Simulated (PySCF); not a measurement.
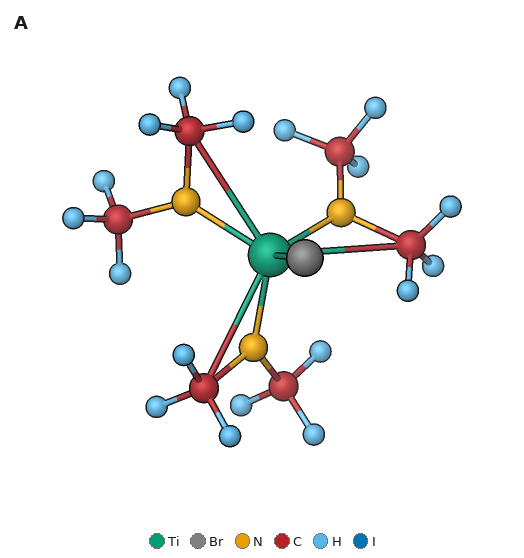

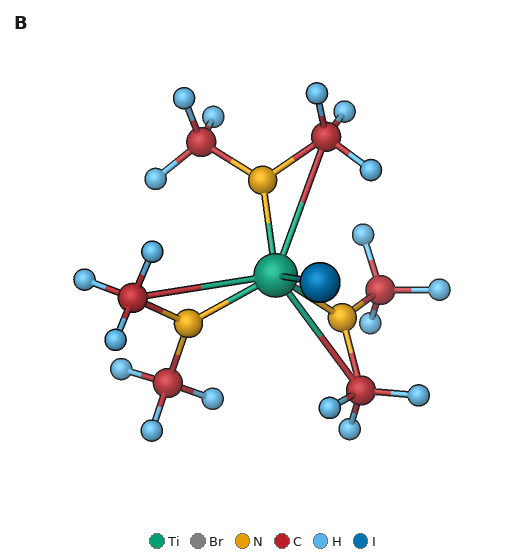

Two related species, optimised with PBE0-D3(BJ)/def2-SVP; properties computed with PySCF 2.14.0. Both: charge 0, singlet.

Question. Identify both.

Answer. A is TiBr(NMe2)3, B is TiI(NMe2)3.

Compare them. With ωB97X-D/def2-SVPD: dipole moment (D), HOMO–LUMO gap (eV), HOMO energy (Kohn–Sham orbital) (eV), lowest vertical singlet excitation (eV), mean static polarisability (bohr³). With PBE0-D3(BJ)/def2-SVP: mean Ti–C length (Å), mean Ti–N length (Å).

```tsv
quantity	A	B
dipole moment (D)	3.95	4.45
HOMO–LUMO gap (eV)	9.27	8.97
HOMO energy (Kohn–Sham orbital) (eV)	−8.45	−8.25
lowest vertical singlet excitation (eV)	4.18	4.14
mean static polarisability (bohr³)	166.6	182.4
mean Ti–C length (Å)	2.764	2.764
mean Ti–N length (Å)	1.864	1.862
```

Each is one conformer, and no frequency run is at hand to confirm it as a minimum.
